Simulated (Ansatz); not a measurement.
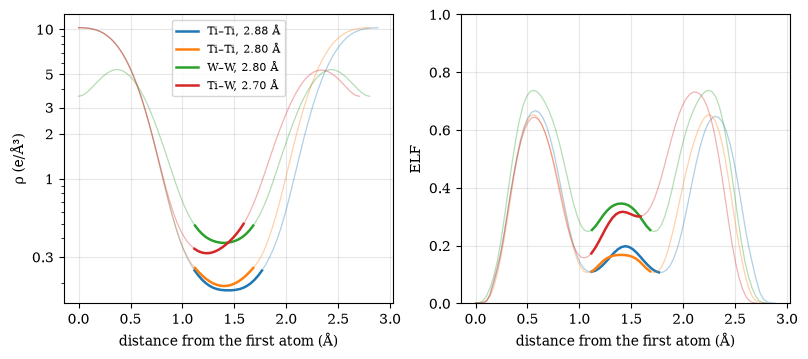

Ti₅W. Valence electron density and electron localisation function along straight lines between neighbouring atoms. Thin, pale parts lie inside the atomic spheres.

Space group Cmmm; a structure generated by program, which may or may not match a known phase; computed without spin polarisation.

These are results of DFT PBE, scalar-relativistic, plane waves, PAW (Ansatz 0.2.0), not measurements.

The density is the valence pseudo-density of a PAW calculation; it isn't the true density close to the nuclei.

What can be read from the curves?

Answer. Ti–Ti (2.88 Å): ρ is about 0.18 e/Å³ halfway; the ELF is about 0.20 at the midpoint: no localised pair shows between them.
Ti–Ti (2.80 Å): ρ is about 0.19 e/Å³ halfway; the ELF is about 0.15 at the midpoint; no localised pair shows between them.
W–W (2.80 Å): the density is about 0.37 e/Å³ at the midpoint; the ELF is about 0.35 at the midpoint.
Ti–W (2.70 Å): ρ at the midpoint is about 0.34 e/Å³; the ELF is about 0.30 at the midpoint.
